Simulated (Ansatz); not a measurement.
**SiHCl2O (SMILES [O][SiH](Cl)Cl): UB3LYP/6-31G(d) (spherical functions)**

What is the vertical ionisation energy of SiHCl2O at UB3LYP/6-31G* (spherical functions)? 

The calculation is run with Ansatz 0.2.0.

45 further runs of the same task are left out: 45 set aside as unsound or not needed.

## 1. Starting point

The species is SiHCl2O (5 atoms), meant as a doublet with charge 0. SMILES: `[O][SiH](Cl)Cl`. The coordinates come from a PBE0-D4/def2-TZVP relaxation.

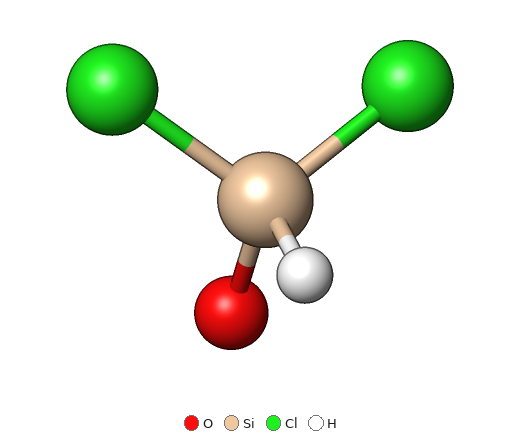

The structure, seen from a chosen angle (oxygen red, silicon light orange, chlorine green, hydrogen white).

## 2. A single-point energy at UB3LYP/6-31G(d) (spherical functions)

job.yaml

```yaml
basis:
  gaussian: {orbitals: 6-31G_st_-spherical.json}
crystal:
  periodic: [false, false, false]
  atoms:
    - symbol: O
      position_ang: [0.092100, -0.719000, 1.517100]
    - symbol: Si
      position_ang: [0.084300, -0.040000, 0.014900]
    - symbol: Cl
      position_ang: [-0.523700, 1.894600, 0.060800]
    - symbol: Cl
      position_ang: [-1.112100, -1.056100, -1.269800]
    - symbol: H
      position_ang: [1.509200, -0.153100, -0.364300]
magnetization: {spin_polarized: true, initial_magnetization: 1}
hamiltonian: {xc: {name: B3LYP}}
accuracy: high
output: {orbitals: {seedname: orbitals}}
```

The basis set 6-31G* is read from a file made from the Basis Set Exchange's data (not shown).

Launch:

```
ansatz run job.yaml --threads 1 --pin off --max-ram 3480MiB --events-out events.jsonl --progress --plain --runs-dir runs
```

Standard output:

```text
Warning: RAYON_NUM_THREADS=1 ignored (pool sized by the plan → 1); use --threads N
Functional definition: B3LYP
  name "B3LYP"
  parameter a0 = 0.2
  parameter ax = 0.72
  parameter ac = 0.81
  exchange = (1 - a0 - ax)*slater_x + ax*b88_x + a0*exact_x
  correlation = (1 - ac)*vwn_rpa_c + ac*lyp_c
1434 factors; integrals over basis functions are off by at most 3.7e-9 eV
mean field evaluation 1: about -34974.3893 eV, gradient 4.7e1 eV
mean field evaluation 2: about -34807.9866 eV, gradient 1.4e2 eV
mean field evaluation 4: about -34986.3642 eV, gradient 1.1e1 eV
mean field evaluation 8: about -34986.9393 eV, gradient 2.8e-1 eV
mean field evaluation 16: about -34987.0592 eV, gradient 4.9e-3 eV
mean field evaluation 32: about -34987.0592 eV, gradient 6.6e-6 eV
mean field -34987.05917017 eV, -1285.7507094234 hartree, gradient 5.1e-8 eV, S^2 0.753105; 2 other end points of the search recorded, 0 dependent functions left out
reference -34987.05920655 eV, -1285.7507107604 hartree; 29, 28 occupied and 41, 42 virtual orbitals, 1434 factors
Total energy: -34987.05920655 eV, -1285.7507107604 hartree
```

Run time: 7.5 s. Hardware: 1 thread of AMD EPYC 9R45 (Zen 5), shared host; peak memory 0.37 GiB.

## 3. The singlet cation

run.yaml

```yaml
crystal:
  periodic: [false, false, false]
  atoms:
    - {symbol: O, position_ang: [0.092100, -0.719000, 1.517100]}
    - {symbol: Si, position_ang: [0.084300, -0.040000, 0.014900]}
    - {symbol: Cl, position_ang: [-0.523700, 1.894600, 0.060800]}
    - {symbol: Cl, position_ang: [-1.112100, -1.056100, -1.269800]}
    - {symbol: H, position_ang: [1.509200, -0.153100, -0.364300]}
basis:
  gaussian: {orbitals: 6-31G_st_-spherical.json}
output: {orbitals: {seedname: orbitals}}
accuracy: high
hamiltonian: {xc: {name: B3LYP}}
total_charge: 1
```

The basis set 6-31G* is read from a file made from the Basis Set Exchange's data (not shown).

Launch:

```
ansatz run run.yaml --threads 1 --pin off --max-ram 3480MiB --events-out events.jsonl --progress --plain --runs-dir runs
```

Standard output, shortened:

```text
Warning: RAYON_NUM_THREADS=1 ignored (pool sized by the plan → 1); use --threads N
[... 7 set-up lines as earlier in the session ...]
1433 factors; integrals over basis functions are off by at most 3.7e-9 eV
mean field evaluation 1: about -34952.3688 eV, gradient 8.8e1 eV
mean field evaluation 2: about -34729.4722 eV, gradient 2.1e2 eV
mean field evaluation 4: about -34962.9721 eV, gradient 5.2e1 eV
mean field evaluation 8: about -34973.8634 eV, gradient 2.2e0 eV
mean field evaluation 16: about -34973.9973 eV, gradient 7.6e-1 eV
mean field evaluation 32: about -34974.2174 eV, gradient 4.5e-3 eV
mean field evaluation 64: about -34974.2176 eV, gradient 9.5e-2 eV
mean field -34974.21735539 eV, -1285.2787814347 hartree, gradient 1.4e-8 eV, S^2 0.000000; 5 other end points of the search recorded, 0 dependent functions left out
reference -34974.21739150 eV, -1285.2787827616 hartree; 28, 28 occupied and 42, 42 virtual orbitals, 1433 factors
Total energy: -34974.21739150 eV, -1285.2787827616 hartree
```

Wall time 5.1 s (1 thread of AMD EPYC 9R45 (Zen 5), shared host); peak memory 0.23 GiB.

## 4. Summary of results

At UB3LYP/6-31G* (spherical functions):

| quantity | value |
| --- | --- |
| doublet SiHCl2O: total energy | -1285.75071 Eh |
| doublet SiHCl2O: HOMO energy (highest over α and β) | -9.04 eV |
| doublet SiHCl2O: LUMO energy (lowest over α and β) | -5.91 eV |
| doublet SiHCl2O: ⟨S²⟩ | 0.753 |
| singlet cation: total energy | -1285.27878 Eh |
| singlet cation: HOMO energy | -15.66 eV |
| singlet cation: LUMO energy | -14.53 eV |
| singlet cation: HOMO–LUMO gap | 1.14 eV |
| vertical ionisation energy (to the singlet cation) | 12.842 eV |

What this shows: Removing an electron at fixed nuclei costs 12.84 eV (1239 kJ/mol). Only the singlet of the ionised species was computed; a triplet could lie lower.
